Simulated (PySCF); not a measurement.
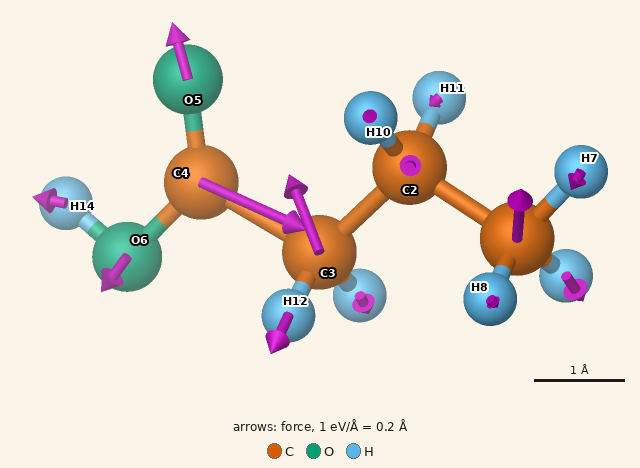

Starting geometry of C4H8O2 with the computed forces as purple arrows. Style: ball-and-stick. Shown at a tilt.

The start comes from MMFF94s. Its atoms were then displaced at random by about 0.03 Å.

All numbers below come from PySCF 2.14.0, density-fitted response routines, PBE0-D3(BJ)/def2-SVP geometry optimisation, gas phase. 

> What follows when this structure is relaxed?

It isn't relaxed: the largest force vector, on a C atom, is 7.35 eV/Å. The final displacements follow the starting forces only in part (cosine between the two patterns 0.62). The largest move after the best rigid fit is that of an H atom, 0.11 Å. Largest moves by element: H 0.11 Å, C 0.10 Å, O 0.06 Å. Near-neighbour distances that change, for instance: C–C 1.647 → 1.503 Å, C–H 1.025 → 1.104 Å, C–O 1.268 → 1.342 Å, C–H 1.151 → 1.100 Å. Among the angles between lasting bonds that change: H–C–H 116.6° → 107.3°, C–O–H 99.2° → 106.3°, C–C–H 105.8° → 111.3°. Over 6 geometry steps the energy falls by 22.8 kcal/mol.
